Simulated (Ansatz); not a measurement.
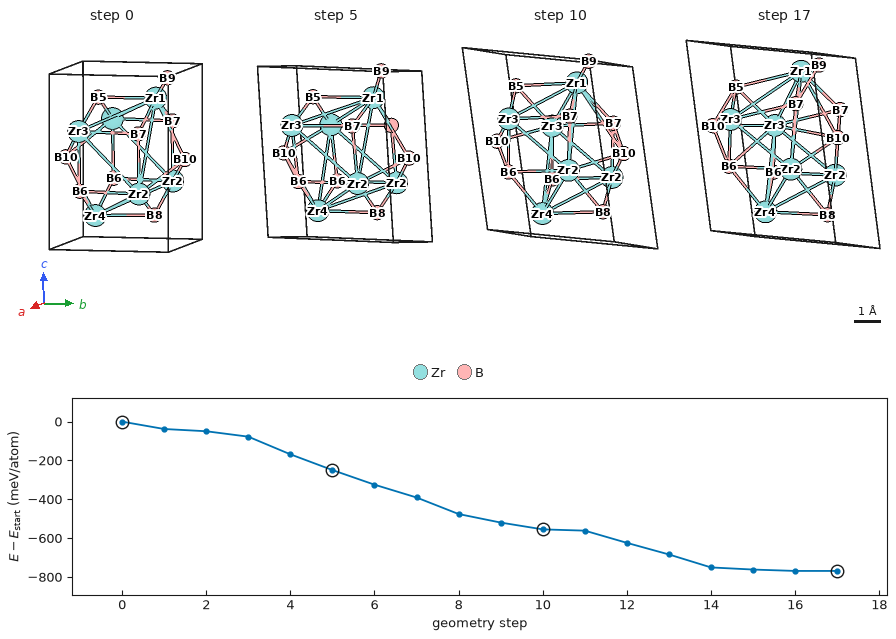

Frames of a relaxation of a crystal of Zr$_{2}$B$_{3}$ (a generated structure, set up in P1) (coarse preliminary run), marked on the history of the run. Style: ball-and-stick. Shown: the cell of the calculation, slightly off an axis.

All numbers below come from DFT PBE, scalar-relativistic, plane waves, PAW in Ansatz 0.2.0.

Input
```yaml
crystal:
  lattice:
    - [-3.9707608631, -0.0029406096, 0.0682237409]
    - [0.0853506999, -0.0451436111, -4.8189375518]
    - [-0.0050932853, -6.841856171, -0.0625007696]
  atoms:
    - { symbol: Zr, position: [0.4934518336, 0.7508072764, 0.8369798712] }
    - { symbol: Zr, position: [1.0028671971, 0.7540780864, 0.3278572388] }
    - { symbol: Zr, position: [0.9991879888, 0.246572422, 0.6763802538] }
    - { symbol: Zr, position: [0.5216575539, 0.2511131147, 0.1623224448] }
    - { symbol: B, position: [0.5015605296, 0.2699622488, 0.8354800008] }
    - { symbol: B, position: [0.9954554959, 0.2543940505, 0.336007283] }
    - { symbol: B, position: [0.9955803526, 0.746497132, 0.6701142714] }
    - { symbol: B, position: [0.5014407261, 0.7410908316, 0.1705907545] }
    - { symbol: B, position: [-0.0125653011, 0.9892909976, 0.9926934872] }
    - { symbol: B, position: [0.5013636234, 0.99619384, 0.4915743943] }
basis:
  ecutwfc: 420
kpoints:
  mp_grid: { grid: [6, 4, 4] }
hamiltonian:
  xc: pbe
scf:
  occupations: { method: gaussian, width: 0.2 }
  lower_state_search: "off"
output:
  forces: true
  stress: true
  eigenvalues: true
relax:
  adjacent_minimum: "off"
  f_tol: 0.025
  max_steps: 60
  cell: { stress_tol: 0.25 }
```

Run as
```bash
ansatz run input.yaml --threads 1 --pin off --max-ram 2560MiB --backend cpu --events-out ev --progress --plain --runs-dir out
```

Question: Describe the path.

Answer: The run was cut off at its time limit before the relaxation converged, so the last structure is only a point on the way. After 17 geometry steps the energy has fallen by 769 meV per atom. The largest force component goes from 1.4 to 0.029 eV/Å. Pressure: 7.15 GPa at the start and −0.12 GPa at the end. The atom that moves furthest relative to the cell is B8 (0.97 Å roughly along [2 1 0]). Largest moves by element: B 0.97 Å, Zr 0.67 Å. The volume changes by −6.3 %, with a 3.971 → 3.681 Å (−7.3 %), b 4.820 → 4.905 Å (+1.8 %), c 6.842 → 7.646 Å (+11.8 %), α 88.9° → 100.0°, β 89.9° → 70.4°, γ 92.0° → 109.1°. Some distances before and after: Zr4–B8 4.665 → 2.626 Å, Zr2–B6 4.550 → 2.626 Å, Zr3–B6 4.587 → 2.760 Å, Zr1–B8 4.549 → 2.760 Å. New bonds form, among them: B5–B9 (2.63 → 1.64 Å), B7–B10 (2.60 → 1.64 Å), Zr3–Zr4 (4.08 → 3.36 Å). Bonds break, among them: Zr1–Zr3 (3.32 → 4.69 Å), Zr2–B9 (2.54 → 3.97 Å), Zr2–Zr4 (3.30 → 4.79 Å), Zr4–B10 (2.55 → 3.97 Å). Among the angles between lasting bonds that change: Zr1–B5–Zr3 87.9° → 138.0°, Zr2–B8–Zr4 88.7° → 138.7°, Zr2–B6–Zr4 90.6° → 138.7°. The space group (tolerance 0.01 Å) goes from P1 (No. 1) to P-1 (No. 2). From step 0 to 5: B8 moves most (0.33 Å), volume +2.1 %, energy −249 meV per atom. From step 5 to 10: B7 moves most (0.51 Å), volume −4.6 %, energy −305 meV per atom. From step 10 to 17: B atoms move most (0.56 Å), volume −3.8 %, energy −214 meV per atom.
